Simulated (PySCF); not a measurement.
# One shape, several levels: SiHCl3 (trichlorosilane)

Aim: a comparison of 6 runs (HF/STO-3G, B3LYP/def2-SVPD, BHLYP/def2-SVPD, CAM-B3LYP/def2-SVPD, PBE/def2-SVPD, TPSS/def2-SVPD) of SiHCl3 (trichlorosilane). 

Program for the calculation: PySCF 2.14.0.

1 further run of the same task is left out (set aside as unsound or not needed).

## 1. The structure to begin with

SiHCl3: 5 atoms, total charge 0, spin state singlet. As SMILES, `Cl[SiH](Cl)Cl`. Geometry: relaxed at PBE0-D4/def2-TZVP.

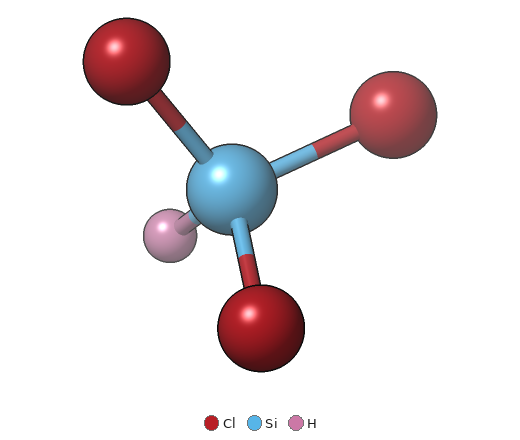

The structure, seen from a chosen angle (chlorine red, silicon blue, hydrogen pink).

## 2. A single-point energy at HF/STO-3G (run 1)

Input file run.py:

```python
from pyscf import gto, scf

system = gto.M(
    atom='''
Cl     1.690930    -0.571430     0.891880
Si    -0.081300    -0.012690     0.075440
Cl     0.017700     1.933700    -0.491290
Cl    -0.476020    -1.170520    -1.544190
H     -1.151310    -0.179060     1.068150
''',
    max_memory=1860,
    spin=0,
    verbose=3,
    basis='sto-3g',
)

mf = scf.RHF(system)
mf.conv_tol = 1e-10
mf.kernel()
if not mf.converged:
    mf = mf.newton().run(mf.mo_coeff, mf.mo_occ)

e_final = mf.e_tot
print('E = %.10f Eh' % e_final)
```

Started as:

```
$ OMP_NUM_THREADS=1 python run.py
```

The log of the run:

```text
converged SCF energy = -1650.07797596489
E = -1650.0779759649 Eh
```

Wall time 0.75 s (1 thread of Arm Neoverse V1, shared host); peak memory 0.1 GiB.

## 3. The energy at B3LYP/def2-SVPD (run 2)

Input file calc.py:

```python
from pyscf import gto, dft

system = gto.M(
    atom=[
    ('Cl', (1.690930, -0.571430, 0.891880)),
    ('Si', (-0.081300, -0.012690, 0.075440)),
    ('Cl', (0.017700, 1.933700, -0.491290)),
    ('Cl', (-0.476020, -1.170520, -1.544190)),
    ('H', (-1.151310, -0.179060, 1.068150)),
],
    verbose=3,
    max_memory=1860,
    basis='def2-svpd',
)

ks = dft.RKS(system, xc='b3lyp')
ks.grids.level = 5
ks.conv_tol = 1e-10
ks.kernel()
if not ks.converged:
    ks = ks.newton().run(ks.mo_coeff, ks.mo_occ)

etot = ks.e_tot
print('E = %.10f Eh' % etot)
```

Started as:

```
$ OMP_NUM_THREADS=1 python calc.py
```

The log of the run:

```text
converged SCF energy = -1670.39528742575
E = -1670.3952874258 Eh
```

Run time: 20 s. Hardware: 1 thread of Arm Neoverse V1, shared host; peak memory 0.61 GiB.

Runs 3 to 5 aren't shown in full; the table further down has their settings and results.

## 4. A single-point energy at TPSS/def2-SVPD (run 6)

Input file input.xyz:

```xyz
5
Cl3HSi
Cl     1.690930    -0.571430     0.891880
Si    -0.081300    -0.012690     0.075440
Cl     0.017700     1.933700    -0.491290
Cl    -0.476020    -1.170520    -1.544190
H     -1.151310    -0.179060     1.068150
```

Input file run.py:

```python
# Cl[SiH](Cl)Cl
from pyscf import gto, dft

system = gto.M(
    atom='input.xyz',
    basis='def2-svpd',
    spin=0,
    charge=0,
    verbose=3,
    max_memory=1860,
)

mf = dft.RKS(system)
mf.xc = 'tpss'
mf.conv_tol = 1e-10
mf.grids.level = 5
mf.kernel()
if not mf.converged:
    mf = mf.newton().run(mf.mo_coeff, mf.mo_occ)

e_tot = mf.e_tot
print('E(%s) = %.9f' % ('TPSS', e_tot))
```

Started as:

```
$ OMP_NUM_THREADS=1 python run.py
```

The log of the run:

```text
converged SCF energy = -1670.42224246809
E(TPSS) = -1670.422242468
```

Wall time 39 s (1 thread of Arm Neoverse V1, shared host); peak memory 0.63 GiB.

## 5. Overview of the runs

| run | level | integration grid | energy (Eh) | dipole moment (D) | HOMO energy (eV) | LUMO energy (eV) | wall time |
| --- | --- | --- | --- | --- | --- | --- | --- |
| 1 | HF/STO-3G | – | -1650.077976 | 2.31 | -11.40 | 6.46 | 0.75 s |
| 2 | B3LYP/def2-SVPD | 5 | -1670.395287 | 0.87 | -9.19 | -0.65 | 20 s |
| 3 | BHLYP/def2-SVPD | 5 | -1670.340248 | 0.94 | -10.73 | 0.54 | 20 s |
| 4 | CAM-B3LYP/def2-SVPD | 5 | -1670.380202 | 0.92 | -10.83 | 0.60 | 33 s |
| 5 | PBE/def2-SVPD | 5 | -1669.620418 | 0.81 | -8.09 | -1.34 | 19 s |
| 6 | TPSS/def2-SVPD | 5 | -1670.422242 | 0.84 | -8.25 | -1.13 | 39 s |

## 6. Results

```
            quantity           value
 run 6: total energy  -1670.42224 Eh
run 6: dipole moment          0.84 D
  run 6: HOMO energy        -8.25 eV
  run 6: LUMO energy        -1.13 eV
run 6: HOMO–LUMO gap         7.12 eV
```

What this shows: The dipole moment (its size) runs from 0.81 D (PBE/def2-SVPD) to 2.31 D (HF/STO-3G). The two ends differ in method and basis. The HOMO–LUMO gap runs from 6.75 eV (PBE/def2-SVPD) to 17.86 eV (HF/STO-3G). Totals of different functionals can't be ranked against each other. In run 1 the basis is minimal, so the values are rough. All runs together took 2.2 min, the longest 39 s.
